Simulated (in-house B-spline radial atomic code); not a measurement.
# Se⁺: density, ELF and screening along the radius

How do the shells of Se⁺ show in real space, and how much do the settings move them?

The numbers are computed with in-house B-spline radial atomic code version 1 (several methods, spin-polarised, as named in each step; spherical all-electron atom at the radial basis limit), except any that are marked as measured or tabulated.

### Step 1. The atom as given

| Quantity | Value |
| --- | --- |
| element | selenium (Z = 34) |
| charge | +1 |
| electrons | 33 |
| configuration | [Ar] 3d10 4s2 4p3 |
| nucleus | point (non-relativistic runs) or finite (X2C runs) |

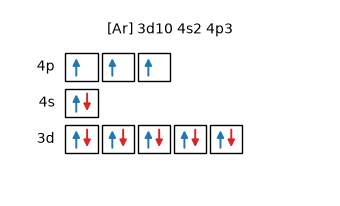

Occupation of the outer shells (arrows by Hund's rule).

Where spins are not typed, each open shell is filled with up spins first.

### Step 2. BHandHLYP, non-rel.

Input settings:

```ini
Z = 34
electrons = 33.0
configuration = [Ar] 3d10 4s2 4p3
hamiltonian = nr
method = bhandhlyp
spin_polarised = True
```

Command:

```console
python run_scf.py task.json out
```

task.json lists these runs, among others, and the program works through them in turn.

### Step 3. LDA (VWN5), X2C

Input settings:

```ini
Z = 34
electrons = 33.0
configuration = [Ar] 3d10 4s2 4p3
hamiltonian = x2c
method = lda,vwn
spin_polarised = True
nucleus = fermi
rms_radius = 4.14
mass_number = 80
atomic_mass = 79.916521761
speed_of_light = 137.035999084
```

### Step 4. PBE, X2C

The settings differ from step 3 so:

```diff
@@ -4,3 +4,3 @@
 hamiltonian = x2c
-method = lda,vwn
+method = pbe,pbe
 spin_polarised = True
```

### Step 5. Hartree-Fock, X2C

The settings differ from step 4 so:

```diff
@@ -4,3 +4,3 @@
 hamiltonian = x2c
-method = pbe,pbe
+method = hf
 spin_polarised = True
```

How large is the system in each run, where do the shell borders lie, and what is the highest level?

The runs gave:

| run | total energy (hartree) | highest level (eV) | radius holding 50 / 90 / 99 % (bohr) | radius at n = 0.001 (bohr) | ELF minima on the full grid (bohr) |
| --- | --- | --- | --- | --- | --- |
| BHandHLYP, non-rel. | -2401.1825 | -18.950 | 0.483 / 1.64 / 3.23 | 3.89 | 0.073, 0.30, 1.2 |
| LDA (VWN5), X2C | -2425.9669 | -16.440 | 0.480 / 1.62 / 3.22 | 3.87 | 0.073, 0.30, 1.2 |
| PBE, X2C | -2429.2187 | -16.401 | 0.480 / 1.63 / 3.22 | 3.87 | 0.073, 0.30, 1.2 |
| Hartree-Fock, X2C | -2427.8352 | -21.427 | 0.481 / 1.64 / 3.23 | 3.88 | 0.073, 0.30, 1.2 |

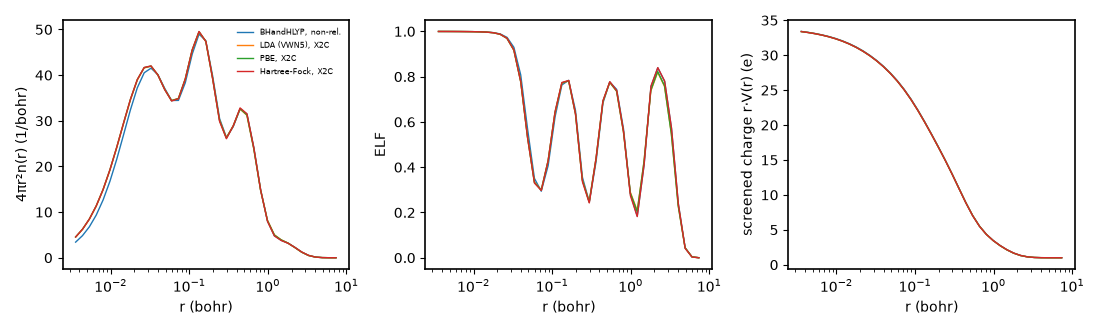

Radial density, ELF and screened nuclear charge of all runs.

**Reading.** In the first run ELF has 3 minima on the grid, which mark the borders between shells. On the record's full grid the screened charge (r times the electrostatic potential) falls from 33.9 near the nucleus to 1.00 at 7.4 bohr; far out it tends to the net charge, 1. The grid is coarse (about 22 % a step), so the places of minima are rough. For X2C runs ELF uses the non-relativistic kinetic energy density, and the fields carry no picture-change correction.
